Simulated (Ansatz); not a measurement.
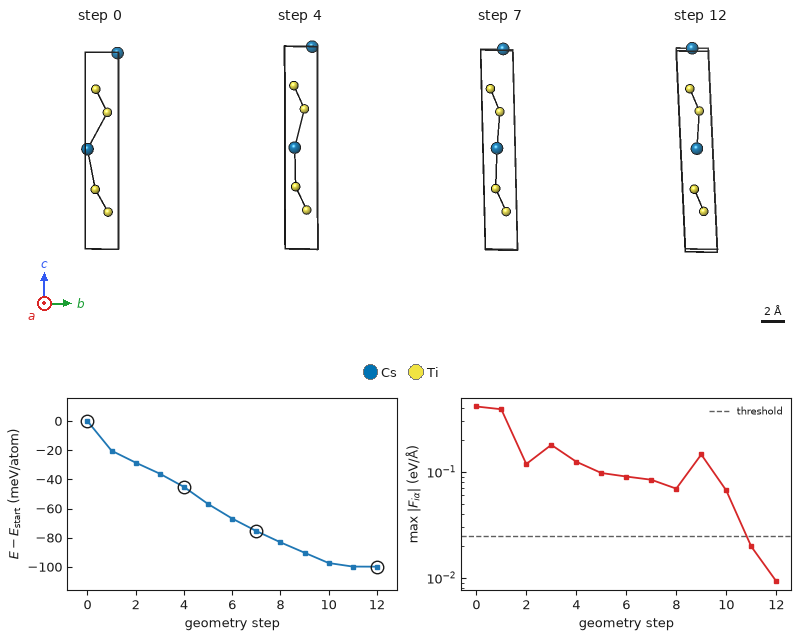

Frames of a relaxation of crystalline CsTi₂ (a generated structure, set up in P1) (coarse preliminary run), marked on the history of the run. Style: ball-and-stick. Shown: the cell of the calculation, along the a axis.

All numbers below come from DFT PBE, scalar-relativistic, plane waves, PAW (Ansatz 0.2.0). Settings: plane-wave cutoff 420 eV; k-point mesh 6 × 6 × 2; occupations gaussian; smearing width 0.2 eV; no spin polarisation; cell and atoms relaxed; force threshold 0.025 eV/Å; at most 60 steps.

Describe the path.

Answer. The run was cut off at its time limit before the relaxation converged, so the last structure is only a point on the way. The atom that moves furthest relative to the cell is a Cs atom (1.52 Å along −b). By element the largest moves are Cs 1.52 Å, Ti 0.42 Å. Cell: a 3.208 → 3.221 Å (+0.4 %), b 3.292 → 3.226 Å (−2.0 %), c 17.189 → 17.645 Å (+2.7 %), α 89.8° → 90.0°, β 91.4° → 100.3°, γ 118.9° → 120.0°. Volume −2.2 %. Some distances before and after: Cs–Ti 3.645 → 4.610 Å, Cs–Ti 3.758 → 4.631 Å, Cs–Ti 3.754 → 4.606 Å, Cs–Ti 3.814 → 4.603 Å. Among the angles between lasting bonds that change: Cs–Ti–Ti 166.7° → 137.2°, Cs–Ti–Ti 165.9° → 137.5°, Cs–Ti–Ti 165.0° → 137.6°. The space group stays P1 (No. 1). After 12 geometry steps the energy has fallen by 99.8 meV per atom. Largest force component: 0.41 eV/Å at the start, 0.0093 eV/Å at the end. Pressure: 0.48 GPa at the start and 0.06 GPa at the end. From step 0 to 4: a Cs atom moves most (0.67 Å), volume +2.5 %, energy −45.1 meV per atom. From step 4 to 7: a Cs atom moves most (0.58 Å), volume −2.8 %, energy −30.2 meV per atom. From step 7 to 12: Cs atoms move most (0.59 Å), volume −1.9 %, energy −24.4 meV per atom.
